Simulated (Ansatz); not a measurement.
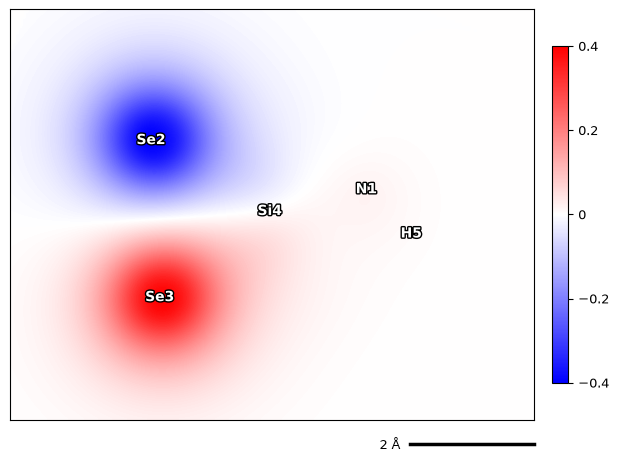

Figure 1: HNSe2Si. The HOMO on a plane 0.8 Å above the molecular plane (values in Å⁻³ᐟ²; the overall sign is arbitrary).

Geometry: B3LYP/6-31G*.

These are results of isolated molecule in a Gaussian basis; Kohn-Sham density functional theory, functional PBE0 (Ansatz 0.2.0), not measurements.

| atom | x (Å) | y (Å) | z (Å) |
| --- | --- | --- | --- |
| N | -1.7797 | 1.5733 | 2.7353 |
| Se | 1.6954 | 0.9941 | 2.2462 |
| Se | 0.6264 | 0.8098 | -0.0434 |
| Si | -0.4798 | 1.2542 | 1.8658 |
| H | -2.7091 | 1.6460 | 2.3305 |

Q: Describe this orbital and give its energy.

A: Its weight (Hirshfeld) is mainly on Se2 (about 45 %) and Se3 (about 45 %); it changes sign across the molecular plane (π type); π-antibonding (a node) across Se2–Se3. Its energy is −6.95 eV.
